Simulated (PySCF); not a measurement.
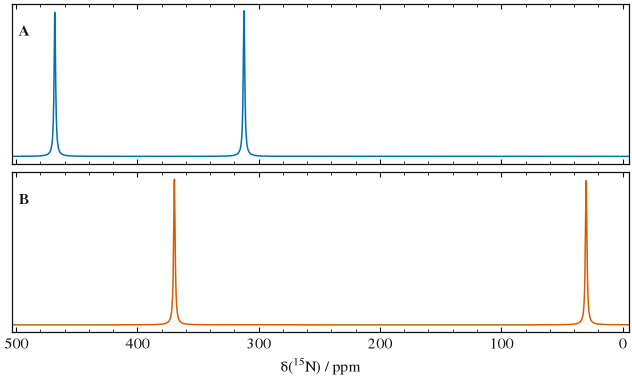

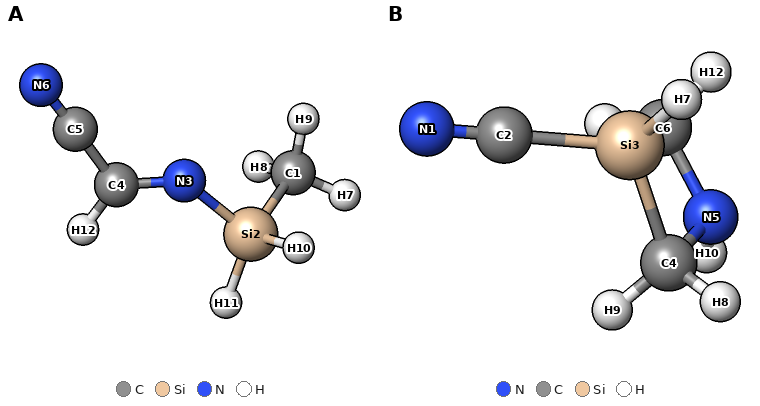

Related molecules: A is C₃H₆N₂Si, SMILES C[SiH2]/N=C/C#N; B is C₃H₆N₂Si, SMILES N#C[SiH]1CNC1. GIAO ¹⁵N shifts against NH₃ (¹⁵N: a single molecule, while the usual scales start at liquid NH₃ or nitromethane; multiply bonded nitrogen can come out tens of ppm too deshielded), PBE0/pcSseg-1, PySCF, at a GFN2-xTB geometry (no frequency check); fully decoupled, line heights follow the number of nuclei within a panel, widths are arbitrary (no quadrupolar broadening); values of one conformer, averaged over nuclei that symmetry, rotation about single bonds or inversion at nitrogen exchange, these motions taken as fast; other conformers aren't averaged in.

Assign the ¹⁵N signals of each molecule.

Answer. A: 468.1 (N3); 312.1 (N6)
B: 369.5 (N1); 30.0 (N5)

Limits of at least one run: the tight-binding geometry is rougher than a DFT one and adds to the error.
